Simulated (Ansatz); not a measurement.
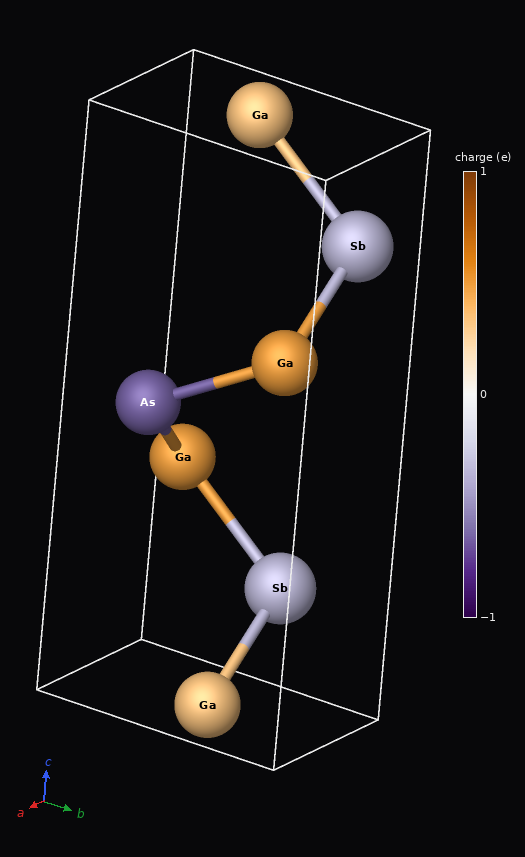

Drawn in the ball-and-stick manner and seen slightly off an axis. One cell (the run's own, in a reduced setting) is framed, with atoms on its boundary repeated. The atoms of this Ga$_{3}$Sb$_{2}$As cell are coloured by their Bader charge.

Setup: Ansatz 0.2.0, DFT PBE, scalar-relativistic, plane waves, PAW; a cutoff energy of 420 eV, k-points about 0.17 Å⁻¹ apart, Gaussian smearing of 0.1 eV, no spin polarisation.

Which way does the charge move?

Most positive: Ga; most negative: As. Charges: about Ga +0.3 to +0.5 e; Sb -0.3 e; As -0.6 e.

Starting structure: a structure type filled with these elements by a generator (whether the compound takes this form wasn't checked). Earlier steps of the study, as a rule a relaxation of our own, may have changed the cell and positions, so they can lie some per cent off the listed ones. It went into a calculation with Ansatz.
